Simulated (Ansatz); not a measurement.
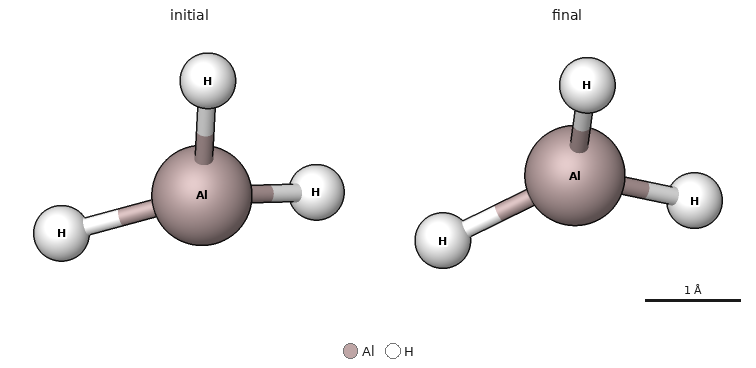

The structure of AlH3 before (left) and after (right) a relaxation, at one scale.

A ball-and-stick model, seen from a free direction.

It is one of the separated reactants of a reaction.

Theory: Ansatz, RKS PBE0-D4/def2-TZVP.

Input file:
```yaml
crystal:
  periodic: [false, false, false]
  atoms:
    - {symbol: Al, position_ang: [-0.814982, -0.142824, -0.804082]}
    - {symbol: H, position_ang: [0.636333, 0.447509, -1.300417]}
    - {symbol: H, position_ang: [-1.129867, -1.589369, -1.367624]}
    - {symbol: H, position_ang: [-1.941761, 0.969541, -0.640150]}
basis:
  gaussian: {orbitals: def2-TZVP}
hamiltonian: {xc: pbe0, dispersion: d4}
relax: {f_tol: 0.005, max_steps: 200}
```

Summarise the run.

Al1 moves most after the best rigid fit: 0.23 Å. By element the largest moves are Al 0.23 Å, H 0.09 Å. Among the contacts that change: Al1–H2 1.644 → 1.586 Å, Al1–H4 1.592 → 1.586 Å. Bond angles that change, for instance: H2–Al1–H3 113.3° → 120.0°, H2–Al1–H4 113.9° → 120.0°, H3–Al1–H4 122.3° → 120.0°. Over 3 geometry steps the energy falls by 5.96 kcal/mol. Largest force component: 1.6 eV/Å at the start, 0.0037 eV/Å at the end. The run took of the order of 2.2 core-seconds on a shared host.
